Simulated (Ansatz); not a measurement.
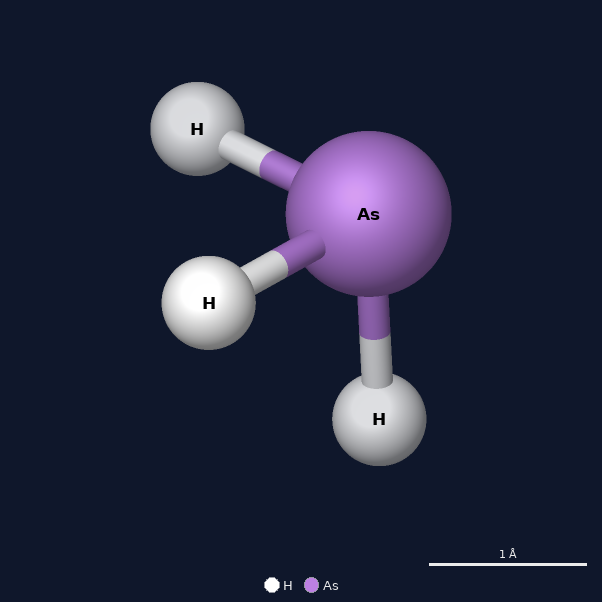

Every bond is drawn as one stick, whatever its order.

The computed structure is the end point of a PBE0-D4/def2-TZVP optimisation.

Give the formula.

AsH3, 4 atoms: 1 arsenic and 3 hydrogen.

How many bonds of each kind are drawn?

3 As–H. Sticks follow a distance rule.

The parts below concern this one geometry. Atoms keep their numbers from picture to picture.

**Symmetry**

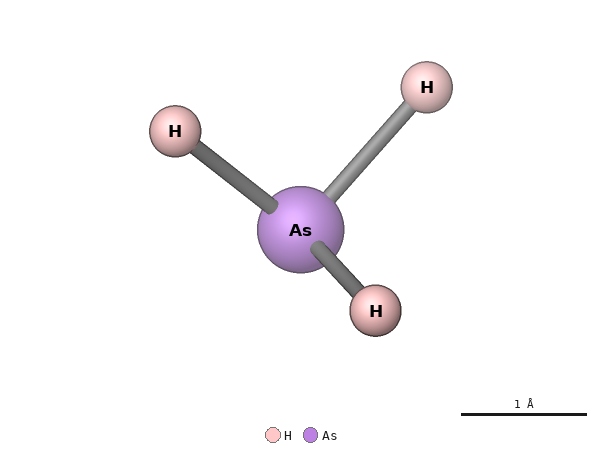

Atoms fade into the background with distance from the viewer. Masses are those of the most abundant isotopes; constants are for the rigid equilibrium geometry.

What kind of rotor is it, and what are its rotational constants in MHz?

An oblate symmetric top (C3v): A = B = 112254, C = 104655 MHz.

**Charges**

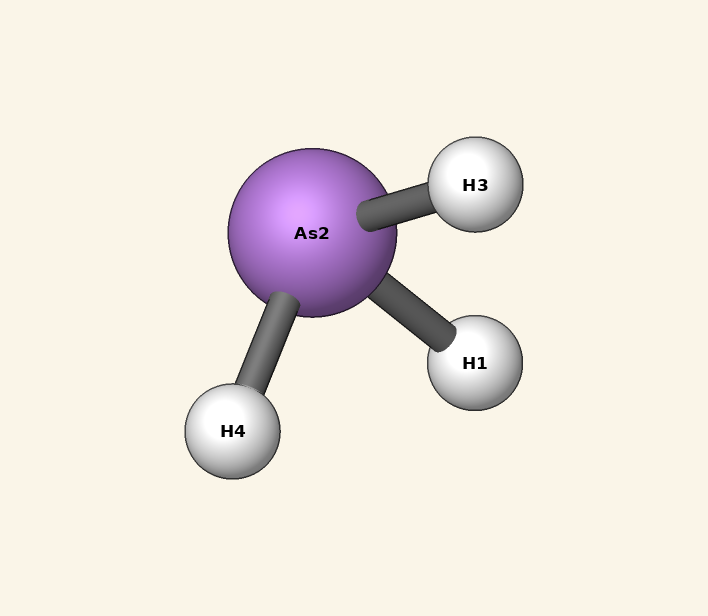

The questions are on Mulliken charges. Properties computed with RKS PBE0-D4/def2-TZVP (Ansatz 0.2.0).

Give the Mulliken charges atom by atom.

```tsv
atom	value (e)
H1	0.07
As2	−0.21
H3	0.07
H4	0.07
```

**Electronic properties**

Properties computed with RKS PBE0-D4/def2-TZVP (Ansatz 0.2.0).

Estimate the dipole moment.

0.34 D.

Give the harmonic zero-point energy at this level.

57.6 kJ/mol.

**Thermal motion**

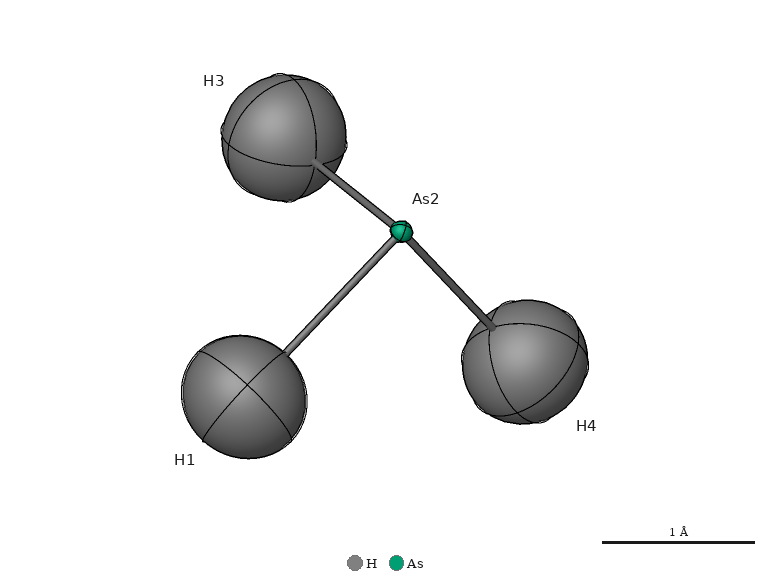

Displacement ellipsoids at the 50 % level, enlarged 3 times, from the internal vibrations of the free molecule (harmonic, no overall translation or rotation; no half-axis is drawn under 0.075 Å). Vibrations computed with RKS PBE0-D4/def2-TZVP (Ansatz 0.2.0). Temperature: 298 K.

List U_eq and the three principal root-mean-square amplitudes for each kind of atom.

```csv
atom,U_eq (Å²),rms amplitudes (Å)
"H1, H3, H4",0.0082,"0.086, 0.092, 0.093"
As2,< 0.00001,"0.002, 0.002, 0.003"
```

Mulliken values depend strongly on the basis set and can even reverse the polarity of a bond.
